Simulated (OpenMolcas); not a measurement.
# Single-point calculation of BH₂F (charge +1)

System: BH₂F, charge +1, multiplicity 2.
Method: CASSCF/STO-3G (OpenMolcas 26.06).

The geometry is that of the parent species in another charge or spin state. The geometry comes from this level: PBE0-D4/def2-TZVP.

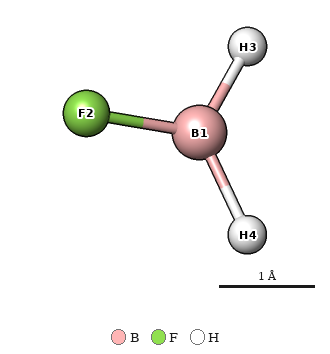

Fig. 1: The structure as given in the input (ball-and-stick view, seen at a tilt; atoms are numbered from 1 in the order of the input).

Input
```
&GATEWAY
BasLib
$CurrDir
Coord
input.xyz
Basis
STO-3G
Group
NoSym
&SEWARD
&RASSCF
FileOrb
$CurrDir/step1.RasOrb
Spin
2
Nactel
3 0 0
Inactive
6
Ras2
3
OrbListing
Nothing
```

File input.xyz
```
4

B     -0.027300    -0.004000    -0.030800
F      1.061200    -0.296700     0.649900
H     -1.012500    -0.649100     0.186200
H      0.034200     0.889600    -0.825600
```

Hardware: 1 thread of Arm Neoverse V1, 24 GiB of memory available, shared host.

Launched with:
```bash
export MOLCAS_MEM=1860
pymolcas step2.inp > step2.log
```

Log
```
--- Start Module: gateway ---

                                              &GATEWAY

                       available to each process: 1.9 GB of memory, 1 thread

 Basis Set     1 Label: B.STO-3G
 Basis set is read from library:.
 basistype.tbl is not found

 Basis Set     2 Label: F.STO-3G
 Basis set is read from library:.
 basistype.tbl is not found

 Basis Set     3 Label: H.STO-3G
 Basis set is read from library:.
 basistype.tbl is not found

++    Symmetry information:
      ---------------------

                    Character Table for C1

                             E
                    a        1  x, y, xy, Rz, z, xz, Ry, yz, Rx, I
--

++    Basis set information:
      ----------------------

      Basis set label: B.STO-3G.........

      Electronic valence basis set:
      ------------------
      Associated Effective Charge   5.000000 au
      Associated Actual Charge      5.000000 au
      Nuclear Model: Point charge

      Shell  nPrim  nBasis  Cartesian Spherical Contaminant
         s       6       2        X
         p       3       1        X

      Basis set label: F.STO-3G.........

      Electronic valence basis set:
      ------------------
      Associated Effective Charge   9.000000 au
      Associated Actual Charge      9.000000 au
      Nuclear Model: Point charge

      Shell  nPrim  nBasis  Cartesian Spherical Contaminant
         s       6       2        X
         p       3       1        X

      Basis set label: H.STO-3G.........

      Electronic valence basis set:
      ------------------
      Associated Effective Charge   1.000000 au
      Associated Actual Charge      1.000000 au
      Nuclear Model: Point charge

      Shell  nPrim  nBasis  Cartesian Spherical Contaminant
         s       3       1        X
--

++    Molecular structure info:
      -------------------------

                    ************************************************
                    **** Cartesian Coordinates / bohr, angstrom ****
                    ************************************************

     Center  Label                x              y              z                     x              y              z
        1      B1              -0.051590      -0.007559      -0.058204             -0.027300      -0.004000      -0.030800
        2      F2               2.005377      -0.560682       1.228133              1.061200      -0.296700       0.649900
        3      H3              -1.913348      -1.226621       0.351867             -1.012500      -0.649100       0.186200
        4      H4               0.064629       1.681100      -1.560158              0.034200       0.889600      -0.825600

                    ***************************************
                    *    InterNuclear Distances / bohr    *
                    ***************************************

               1 B1            2 F2            3 H3            4 H4
    1 B1       0.000000
    2 F2       2.488317        0.000000
    3 H3       2.262833        4.070347        0.000000
    4 H4       2.262950        4.070216        4.002883        0.000000

                    *******************************************
                    *    InterNuclear Distances / angstrom    *
                    *******************************************

               1 B1            2 F2            3 H3            4 H4
    1 B1       0.000000
    2 F2       1.316760        0.000000
    3 H3       1.197440        2.153935        0.000000
    4 H4       1.197502        2.153866        2.118235        0.000000

                    **************************************
                    *    Valence Bond Angles / degree    *
                    **************************************
                          Atom centers                 Phi
                      2 F2       1 B1       3 H3       117.82
                      2 F2       1 B1       4 H4       117.81
                      3 H3       1 B1       4 H4       124.37
--

            Nuclear Potential Energy             27.17575846 au

--- Stop Module: gateway /rc=_RC_ALL_IS_WELL_ ---

--- Start Module: seward ---

                                              &SEWARD

                       available to each process: 1.9 GB of memory, 1 thread

               SEWARD will generate:
                  Multipole Moment integrals up to order  2
                  Kinetic Energy integrals
                  Nuclear Attraction integrals (point charge)
                  One-Electron Hamiltonian integrals
                  Velocity integrals
                  Orbital angular momentum around (  1.1138  -0.3209   0.6706 )
                  Velocity quadrupole around (  1.1138  -0.3209   0.6706 )
                  Two-Electron Repulsion integrals

                   Integrals are discarded if absolute value <: 1.00E-14
                   Integral cutoff threshold is set to       <: 1.00E-16

            Nuclear Potential Energy             27.17575846 au

      Basis set specifications :
      Symmetry species         a
      Basis functions           12

--- Stop Module: seward /rc=_RC_ALL_IS_WELL_ ---

--- Start Module: rasscf ---

                                              &RASSCF

                       available to each process: 1.9 GB of memory, 1 thread

      Header of the ONEINT file:
      --------------------------

      OrdInt status: non-squared

      Cartesian coordinates in angstrom:
      -----------------------------------------------------
      No.  Label        X            Y            Z
      -----------------------------------------------------
       1   B1        -0.02730000  -0.00400000  -0.03080000
       2   F2         1.06120000  -0.29670000   0.64990000
       3   H3        -1.01250000  -0.64910000   0.18620000
       4   H4         0.03420000   0.88960000  -0.82560000
      -----------------------------------------------------
      Nuclear repulsion energy =   27.17575846

++    Wave function specifications:
      -----------------------------

      Number of closed shell electrons          12
      Number of electrons in active shells       3
      Max number of holes in RAS1 space          0
      Max nr of electrons in RAS3 space          0
      Number of inactive orbitals                6
      Number of active orbitals                  3
      Number of secondary orbitals               3
      Spin quantum number                      0.5
      State symmetry                             1
--

++    Orbital specifications:
      -----------------------

      Symmetry species                           1
                                                 a
      Frozen orbitals                            0
      Inactive orbitals                          6
      Active orbitals                            3
      RAS1 orbitals                              0
      RAS2 orbitals                              3
      RAS3 orbitals                              0
      Secondary orbitals                         3
      Deleted orbitals                           0
      Number of basis functions                 12
--

++    CI expansion specifications:
      ----------------------------

      Number of CSFs                             8
      Number of determinants                     9
      Number of root(s) required                 1
      Root chosen for geometry opt.              1
      CI root used                               1

      highest root included in the CI            1
      max. size of the explicit Hamiltonian      8
--

++    Optimization specifications:
      ----------------------------

      RASSCF algorithm: Conventional
      Maximum number of macro iterations       200
      Maximum number of SX iterations          100
      Threshold for RASSCF energy            1.000E-08
      Threshold for max MO rotation          1.000E-01
      Threshold for max BLB element          1.000E-04
      Level shift parameter                  5.000E-01
      Make Quasi-Newton update
--

      The MO-coefficients are taken from the file:
      step1.RasOrb
      Title: RASSCF canonical orbitals for CASPT2

      Total molecular charge    1.00

      ************************************************************************************************************************
      *                                            Wave function control section                                             *
      ************************************************************************************************************************

                                         RASSCF iterations: Energy and convergence statistics
                                         ----------------------------------------------------

          iter iter root      energy       change     param      element    value   shift minimum  type update hh:mm:ss
 Nr of preliminary CI iterations:   1
        1   1    4    1  -123.23453537    0.00E+00  -5.50E-04    7  12 1 -6.57E-04*  0.27   0.00    SX    NO    0:00:00
        2   1    4    1  -123.23453569   -3.27E-07*  3.49E-03    7  12 1 -2.25E-04*  0.27   0.00    SX    NO    0:00:00
        3   1    4    1  -123.23453606   -3.71E-07*  2.20E-02    5   9 1  8.10E-05   0.27   0.00    SX    NO    0:00:00
        4   1    5    1  -123.23454859   -1.25E-05*  1.34E-01*   9  12 1  3.68E-04*  0.27   0.00    SX    NO    0:00:00
        5   1    7    1  -123.23498909   -4.41E-04*  1.37E-01*   9  12 1  2.08E-03*  0.27   2.50    LS   YES    0:00:00
        6   1    7    1  -123.23592980   -9.41E-04*  1.38E-01*   9  12 1  3.20E-03*  0.27   2.50    LS   YES    0:00:00
        7   1    7    1  -123.23707936   -1.15E-03* -3.25E-01*   5   8 1 -3.99E-03*  0.27   2.50    QN   YES    0:00:00
        8   1    7    1  -123.23832498   -1.25E-03* -5.82E-02    7  12 1  7.11E-03*  0.27   0.84    QN   YES    0:00:00
        9   1    7    1  -123.23832972   -4.75E-06*  1.04E-01*   7  12 1  7.61E-03*  0.27   0.54    SX   YES    0:00:00
       10   1    7    1  -123.23921761   -8.88E-04*  1.08E-01*   7  12 1  4.69E-03*  0.27   2.50    LS   YES    0:00:00
       11   1    8    1  -123.24022739   -1.01E-03*  3.84E-01*   5   8 1 -3.99E-03*  0.27   2.50    QN   YES    0:00:00
       12   1    8    1  -123.24074456   -5.17E-04*  2.04E-01*   5   9 1  2.23E-02*  0.27   0.65    QN   YES    0:00:00
       13   1    8    1  -123.23949473    1.25E-03*  1.42E-01*   5   9 1  2.50E-02*  0.27  -0.50    LS   YES    0:00:00
       14   1    8    1  -123.24043249   -9.38E-04* -2.51E-01*   5   9 1  2.35E-02*  0.27   2.50    QN   YES    0:00:00
       15   1    7    1  -123.24180683   -1.37E-03* -1.92E-01*   5   9 1  1.55E-02*  0.26   1.76    QN   YES    0:00:00
       16   1    7    1  -123.24279602   -9.89E-04* -1.22E-01*   5   9 1  5.37E-03*  0.26   1.84    LS   YES    0:00:00
       17   1    6    1  -123.24306251   -2.66E-04*  5.62E-02    5  12 1  3.67E-03*  0.26   1.38    QN   YES    0:00:00
       18   1    6    1  -123.24317046   -1.08E-04*  1.50E-02    5  12 1  2.48E-03*  0.26   1.29    QN   YES    0:00:00
       19   1    6    1  -123.24319419   -2.37E-05*  4.63E-02    5  12 1  1.09E-03*  0.26   1.72    QN   YES    0:00:00
       20   1    7    1  -123.24327713   -8.29E-05*  2.54E-01*   5  12 1 -3.17E-03*  0.26   2.21    QN   YES    0:00:00
       21   1   11    1  -123.24332692   -4.98E-05*  1.40E-01*   5  12 1 -2.89E-02*  0.26   0.63    QN   YES    0:00:00
       22   1    7    1  -123.24334367   -1.67E-05*  7.41E-02    5  12 1 -1.28E-02*  0.26   0.46    SX   YES    0:00:00
       23   1    7    1  -123.24439904   -1.06E-03* -2.66E-01*   5  12 1 -8.44E-03*  0.27   2.50    QN   YES    0:00:00
       24   1    9    1  -123.24759230   -3.19E-03*  9.80E-02    5   9 1 -1.49E-02*  0.28   1.10    QN   YES    0:00:00
       25   1    9    1  -123.24802992   -4.38E-04* -3.91E-02    5   9 1 -1.69E-02*  0.28   1.09    QN   YES    0:00:00
       26   1    6    1  -123.24872461   -6.95E-04* -4.85E-02    5   9 1 -1.12E-02*  0.27   2.43    LS   YES    0:00:00
       27   1    6    1  -123.24922797   -5.03E-04*  6.94E-02    5   9 1 -3.96E-03*  0.27   1.53    QN   YES    0:00:00
       28   1    6    1  -123.24961134   -3.83E-04* -4.88E-02    7  10 1 -4.23E-03*  0.27   1.48    QN   YES    0:00:00
       29   1    5    1  -123.24977800   -1.67E-04*  2.34E-02    5   8 1 -2.54E-03*  0.27   1.15    QN   YES    0:00:00
       30   1    5    1  -123.24981935   -4.14E-05*  8.23E-03    5   8 1 -2.16E-03*  0.27   1.46    QN   YES    0:00:00
       31   1    5    1  -123.24984877   -2.94E-05*  1.33E-02    5   8 1 -1.62E-03*  0.27   1.74    QN   YES    0:00:00
       32   1    5    1  -123.24987907   -3.03E-05*  1.18E-02    6  10 1  1.60E-03*  0.27   1.68    QN   YES    0:00:00
       33   1    5    1  -123.24989828   -1.92E-05* -6.26E-03    6  10 1  1.14E-03*  0.27   1.49    QN   YES    0:00:00
       34   1    5    1  -123.24990440   -6.12E-06* -2.11E-03    7  12 1  4.24E-04*  0.27   1.30    QN   YES    0:00:00
       35   1    5    1  -123.24990557   -1.17E-06* -4.73E-04    7  12 1  2.83E-04*  0.27   1.25    QN   YES    0:00:00
       36   1    4    1  -123.24990582   -2.47E-07* -1.70E-04    7  12 1  1.24E-04*  0.27   1.22    QN   YES    0:00:00
       37   1    4    1  -123.24990587   -5.29E-08* -1.10E-04    7  11 1  5.17E-05   0.27   1.20    QN   YES    0:00:00
       38   1    4    1  -123.24990588   -6.99E-09  -3.59E-05    7  11 1  1.42E-05   0.27   1.14    QN   YES    0:00:00
      Convergence after 38 iterations
       39   1    4    1  -123.24990588   -6.32E-10  -3.59E-05    7  12 1 -5.05E-06   0.27   1.14    QN   YES    0:00:00

      ************************************************************************************************************************
                                                      Wave function printout:
                       occupation of active orbitals, and spin coupling of open shells (u,d: Spin up or down)
      ************************************************************************************************************************

      Note: transformation to natural orbitals
      has been made, which may change the order of the CSFs.

      printout of CI-coefficients larger than  0.05 for root  1
      energy=    -123.249906
      conf/sym  111     Coeff  Weight
             1  2u0  -0.99416 0.98836
             8  0u2  -0.08239 0.00679

      Natural orbitals and occupation numbers for root  1
      sym 1:   1.980950   0.999683   0.019367

      ************************************************************************************************************************
      *                                                    Final results                                                     *
      ************************************************************************************************************************

++    Final optimization conditions:
      ------------------------------

      Average CI energy                            -123.24990588
      RASSCF energy for state  1                   -123.24990588
      Super-CI energy                                -0.00000000
      RASSCF energy change                           -0.00000000
      Max change in MO coefficients              -3.066E-05
      Max non-diagonal density matrix element    -3.588E-05
      Maximum BLB matrix element                 -5.050E-06
      (orbital pair   7,  12 in symmetry   1)
      Norm of electronic gradient            1.309E-05
--

      Final state energy(ies):
      ------------------------

::    RASSCF root number  1 Total energy:   -123.24990588
      Von Neumann Entropy (Root   1) =  0.57853

      Mulliken population analysis for root number:  1
      -----------------------------------------------

++    Molecular charges:
      ------------------

      Mulliken charges per centre
      ---------------------------

                B1      F2      H3      H4
      Total    4.5515  8.7043  0.8666  0.8776

      N-E      0.4485  0.2957  0.1334  0.1224

      Total electronic charge=   15.000000

      Total            charge=    1.000000
--

      Expectation values of various properties for root number:  1
      -----------------------------------------------------------

++    Molecular properties:
      ---------------------

      Charge (e):
                      =    1.0000
      Dipole Moment (debye):
      Origin of the operator (angstrom)=    0.5894   -0.1698    0.3549
                   X= -1.1218E+00               Y=  2.7463E-01               Z= -6.7673E-01           Total=  1.3386E+00
      Center of Charge (angstrom)
                     X=    0.35584566               Y=   -0.11265218               Z=    0.21396228
      Quadrupole Moment (debye*angstrom):
      Origin of the operator (angstrom)=    0.5894   -0.1698    0.3549
                  XX= -7.6530E+00              XY= -5.0678E-02              XZ=  4.3962E-01              YY= -8.3904E+00
                  YZ= -2.9361E-01              ZZ= -8.2547E+00
      In traceless form (debye*angstrom)
                  XX=  6.6955E-01              XY= -7.6018E-02              XZ=  6.5943E-01              YY= -4.3656E-01
                  YZ= -4.4042E-01              ZZ= -2.3299E-01
--

      Mulliken spin population analysis for root number:  1
      ---------------------------------------------------

++    Molecular charges:
      ------------------

      Mulliken spin population per centre
      ---------------------------

                B1      F2      H3      H4
      Total   -0.0191  0.8312  0.0563  0.1316

      Total electronic spin=    1.000000
--

      Average orbitals are written to the RASORB file
      Natural orbitals for root   1 are written to the RASORB.1 file
      Spin density orbitals for root   1 are written to the SPDORB.1 file

--- Stop Module: rasscf /rc=_RC_ALL_IS_WELL_ ---
--- Module rasscf spent 1 second ---

.##################.
.# Happy landing! #.
.##################.

    Timing: Wall=2.03 User=1.57 System=0.44
```

Summary

| quantity | value |
| --- | --- |
| outcome | converged |
| total energy | −123.249906 hartree |
| CASSCF energy | −123.249906 hartree |
| basis functions | 12 |
| wall time | 2.3 s |
| peak memory | 0.37 GiB |

The record of the run, not the program, notes: an active orbital turned away from the chosen space.
